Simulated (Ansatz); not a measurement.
Molecule (SMILES): [Cl][Ga] (Cl-Ga) (closed-shell singlet).
Geometry (B3LYP-D3(BJ)/def2-TZVP, fixed):
```xyz
2

Ga     0.0000     0.0000    -0.7929
Cl     0.0000     0.0000     1.4460
```
Charge 0, spin multiplicity 1.

Basis-set convergence of the dipole moment at MP2 with Ansatz (a first-principles code). Dipoles come from the density behind the forces; the sign is taken along the dipole that this method gives in the largest set. The reference of a correlated method is not its basis-set limit, which lies further on. Cartesian d functions, on some or all atoms, in 3-21G, 6-31G, 6-31G**, 6-311G**; all else is spherical. Cores are frozen (with 3d on Ga to Br). No added dispersion term, no relativity. Reference: the value in aug-pcseg-3, 2.561 D, itself unsure by roughly 0.002 D (its mean distance from aug-cc-pV(Q+d)Z, def2-QZVPPD). Deviations are taken from unrounded values.

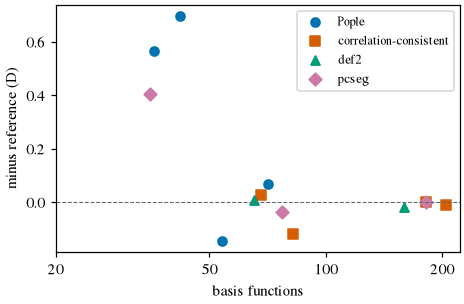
Figure. Deviation from the reference against the number of basis functions, by family of sets.

```json
[
 {"basis": "pcseg-0", "functions": "35", "dipole moment (D)": "2.967", "minus reference (D)": "0.406"},
 {"basis": "3-21G", "functions": "36", "dipole moment (D)": "3.125", "minus reference (D)": "0.564"},
 {"basis": "6-31G", "functions": "42", "dipole moment (D)": "3.258", "minus reference (D)": "0.697"},
 {"basis": "6-31G**", "functions": "54", "dipole moment (D)": "2.416", "minus reference (D)": "-0.145"},
 {"basis": "def2-SVPD", "functions": "65", "dipole moment (D)": "2.570", "minus reference (D)": "0.009"},
 {"basis": "aug-cc-pV(D+d)Z", "functions": "68", "dipole moment (D)": "2.587", "minus reference (D)": "0.026"},
 {"basis": "6-311G**", "functions": "71", "dipole moment (D)": "2.628", "minus reference (D)": "0.067"},
 {"basis": "pcseg-2", "functions": "77", "dipole moment (D)": "2.523", "minus reference (D)": "-0.038"},
 {"basis": "cc-pV(T+d)Z", "functions": "82", "dipole moment (D)": "2.441", "minus reference (D)": "-0.120"},
 {"basis": "def2-QZVPP", "functions": "159", "dipole moment (D)": "2.540", "minus reference (D)": "-0.020"},
 {"basis": "aug-cc-pV(Q+d)Z", "functions": "182", "dipole moment (D)": "2.561", "minus reference (D)": "0.000"},
 {"basis": "aug-pcseg-3", "functions": "182", "dipole moment (D)": "2.561", "minus reference (D)": "0.000"},
 {"basis": "cc-pV(5+d)Z", "functions": "204", "dipole moment (D)": "2.550", "minus reference (D)": "-0.011"}
]
```
